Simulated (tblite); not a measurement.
# Frequency calculation, with input and output: C3H4ClOSi

C3H4ClOSi, multiplicity 2, computed with GFN2-xTB harmonic vibrations, gas phase (tblite 0.8.0).

It belongs to a series of runs on one base structure; here: H removed from acyl C.

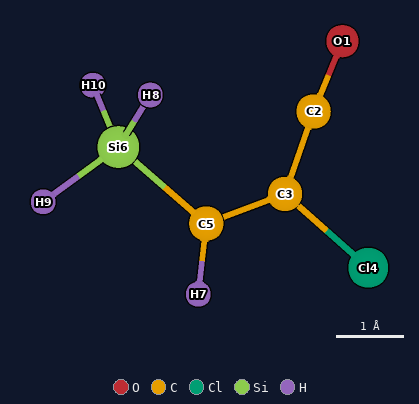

Figure 1. The structure (ball-and-stick view, seen at a tilt; atoms are numbered from 1 in the order of the input). Bond lengths as drawn: C–C 1.33 to 1.38 Å, C–Cl 1.78 Å, C–H 1.08 Å, C–O 1.16 Å, C–Si 1.86 Å and H–Si 1.46 to 1.47 Å.

## Key numbers

```tsv
quantity	value
outcome	converged
total energy	−509.1244 eV
zero-point energy	32.7600 kcal/mol
hardware	1 CPU thread, shared host
peak memory	0.18 GiB
```

## The input
```
{"job": {"kind": "ir", "xc": "GFN2-xTB", "basis": "xTB"}, "charge": 0, "multiplicity": 2}
O      1.595943     1.714671     1.660687
C      1.412409     0.855464     0.897485
C      1.277856    -0.143460     0.025867
Cl     2.896310    -0.781411    -0.333064
C      0.137299    -0.659299    -0.555645
Si    -1.566520    -0.001741    -0.190332
H      0.284088    -1.480072    -1.237402
H     -1.912388    -0.219885     1.219006
H     -2.496922    -0.720352    -1.056769
H     -1.619192     1.440739    -0.452360
```

The first line tells a small driver script what to run in tblite; the rest is the geometry in Å.

Launch command:
```bash
OMP_NUM_THREADS=1 python <driver script> task.json out
```

## Log
```
mode    cm-1     km/mol
  1      10.2      0.78
  2      81.8      1.11
  3      95.8      0.06
  4     153.0      0.73
  5     243.8      2.55
  6     275.8      0.05
  7     371.5      3.04
  8     514.5     44.15
  9     532.6     87.03
 10     539.7     24.87
 11     551.0      9.02
 12     687.7      8.58
 13     766.1    173.53
 14     779.9    212.39
 15     805.0    119.68
 16     810.2    352.33
 17    1017.4     11.51
 18    1249.2     55.35
 19    1382.3    125.56
 20    2198.9    572.15
 21    2216.4    373.89
 22    2238.3    333.04
 23    2290.1    291.82
 24    3104.6      2.09
```

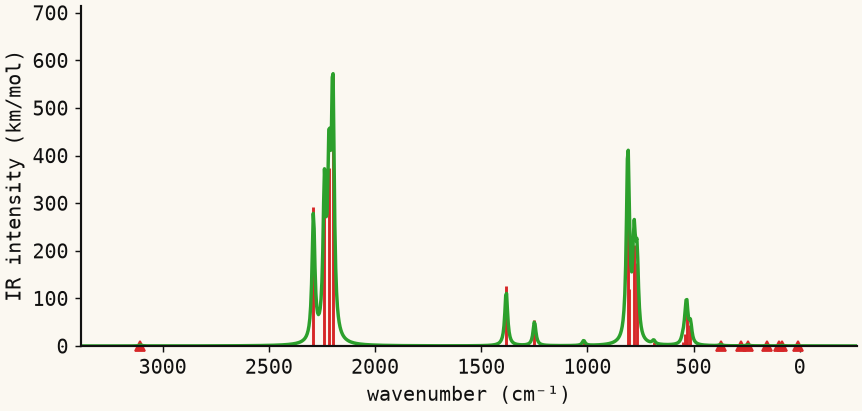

Figure 2. Harmonic infrared spectrum, unscaled: sticks (degenerate modes added up, dark ones marked on the axis) with a Lorentzian envelope of 16 cm⁻¹ full width, scaled to the tallest stick. 24 modes from 10 to 3105 cm⁻¹, none imaginary. The strongest line is at 2199 cm⁻¹ (572 km/mol).
